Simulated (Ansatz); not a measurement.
The relaxed structure here is a generated cell of BeS: the first start was made by placing the elements on the sites of a structure type, and the end was not matched to a known phase here, so it may be hypothetical.

The end point of a relaxation of BeS. These are PBEsol (plane waves to 420 eV, PAW, scalar-relativistic; Ansatz, a quantum-chemistry and plane-wave program) values and carry that method's errors.

P6₃mc (No. 186), hP4, wurtzite type; a = b = 3.412 Å, c = 5.625 Å, α = β = 90.00°, γ = 120.00°.

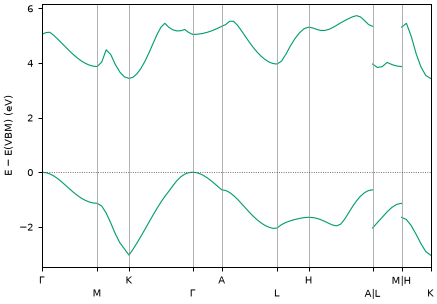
Figure. Highest filled and lowest empty band along the path of this cell's Brillouin zone

Read off the gap and say whether it is direct.

3.44 eV, indirect (valence top at Γ, conduction bottom at K) (no spin-orbit coupling).

How far does the top valence band disperse along this path?

About 3.0 eV.

No spin polarisation in the result.

The run could not lose the symmetry of its start: the end is stationary, and may be a saddle point rather than a minimum.
